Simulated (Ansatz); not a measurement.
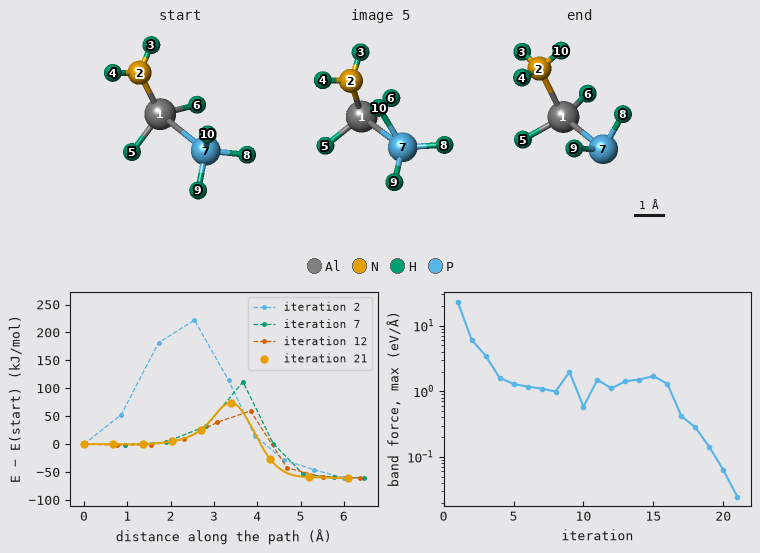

A nudged-elastic-band calculation for AlPNH7. Images are numbered from 0 (start) to 8 (end). The plot follows the band through its iterations. The picture is a ball-and-stick view, seen from a free direction.

The calculation used RKS PBE0-D4/6-31G* (Ansatz 0.2.0). Settings: 7 movable images; climbing image; force threshold 0.05 eV/Å; iteration limit 57; starting path through a guess of the saddle point.

### Did the band converge, and can the barrier be trusted?

The result is final at these settings. The band converged in 21 iterations. The largest component of the band force went from 23 to 0.025 eV/Å. The climbing image converged on the top of the path. Its vibrational analysis gives one imaginary mode (1137i cm⁻¹), as a transition state must have. The first iteration put the highest image at 746.0 kJ/mol. Forward barrier 74.0 kJ/mol, backward barrier 134.3 kJ/mol, with image 5 at the top; the reaction energy is −60.3 kJ/mol.
